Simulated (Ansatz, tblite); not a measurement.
Dissociation curve of SMILES CCO[SiH](C)OCC (C₅H₁₄O₂Si). The Si1–O15 bond (Si1 also carries C, H, O; O15 carries C) is stretched with both fragments frozen at the PBE0/def2-SVP optimised geometry.

```
22

Si     0.0000     0.0000     0.0000
C      1.4404    -0.9394    -0.7098
O     -1.3670    -0.7339    -0.6030
C     -2.6786    -0.2530    -0.4201
C     -3.6297    -1.0206    -1.3088
H      0.0000     1.4472    -0.3542
H      1.3762    -2.0094    -0.4582
H      2.3941    -0.5480    -0.3235
H      1.4508    -0.8536    -1.8072
H     -2.9786    -0.3586     0.6396
H     -2.7296     0.8284    -0.6554
H     -3.5959    -2.0946    -1.0717
H     -4.6629    -0.6660    -1.1738
H     -3.3536    -0.8977    -2.3669
O      0.0000     0.0000     1.6645
C      0.0724    -1.1430     2.4831
C     -0.1163    -0.7433     3.9284
H     -0.7002    -1.8796     2.1900
H      1.0521    -1.6438     2.3571
H      0.6578    -0.0227     4.2319
H     -0.0546    -1.6218     4.5888
H     -1.0978    -0.2668     4.0716
```

Levels of theory: UKS-PBE0 = unrestricted PBE0/def2-SVP in Ansatz (an electronic-structure program); RKS-B3LYP = restricted B3LYP/def2-SVP (Ansatz); GFN2-xTB, 300 K electronic temperature (tblite).

Energies are in kcal/mol, each relative to the lowest point of its own curve near equilibrium.

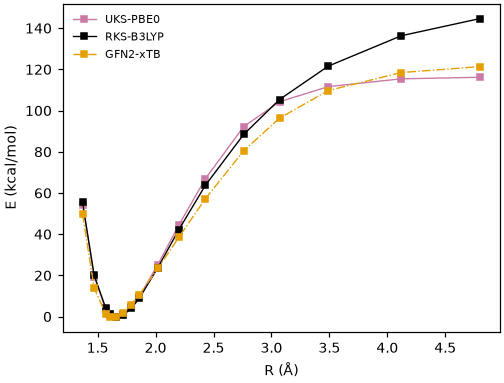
Figure: Energy against bond length for each method.

```csv
R / Å,UKS-PBE0,RKS-B3LYP,GFN2-xTB
1.37,54.3,55.4,49.8
1.47,19.3,20.1,13.8
1.57,3.8,4.1,1.4
1.61,1.2,1.4,0.0
1.66,0.0,0.0,0.1
1.72,1.0,0.7,2.0
1.79,4.5,4.0,5.8
1.86,9.8,9.0,10.7
2.02,25.3,23.8,23.4
2.20,44.4,42.1,38.4
2.43,67.0,63.8,57.3
2.76,92.2,88.4,80.5
3.07,104.3,105.4,96.4
3.49,111.6,121.6,109.7
4.12,115.4,136.3,118.5
4.80,116.2,144.7,121.4
```

At the longest distance, 4.80 Å, RKS-B3LYP lies highest above its minimum (144.7 kcal/mol) and UKS-PBE0 lowest (116.2 kcal/mol).

The unrestricted determinant behind UKS-PBE0 is spin-contaminated at 2.76 to 4.80 Å (<S²> up to 1.0, against 0.00 for a pure singlet). The restricted form behind RKS-B3LYP keeps the bonding electrons paired and can't separate into open-shell fragments.
